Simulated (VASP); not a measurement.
Band structure of ZnSe (zinc blende). All values below come from revTPSS meta-GGA, VASP's PBE PAW potentials (set 64) (plane waves; VASP).

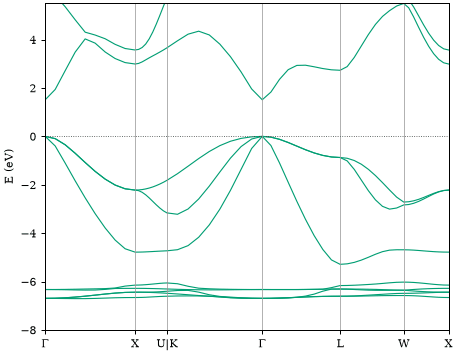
Fig. 1. Bands along high-symmetry lines, zero at the valence-band maximum or, without a gap, the Fermi level

Q: Read the plot: is there a gap, and where are the band edges?

A: The gap is direct, 1.51 eV, from the valence maximum at Γ to the conduction minimum at Γ.

Measured: gap 2.87 eV (computed value off by -1.36 eV), as given by Wei Chen et al., Physical Review Materials (2018), doi:10.1103/physrevmaterials.2.073803 [zero-point renormalisation of 0.05 eV added back (the table's ZPR column)].

The compound is ZnSe in the zinc blende structure. It was relaxed first.
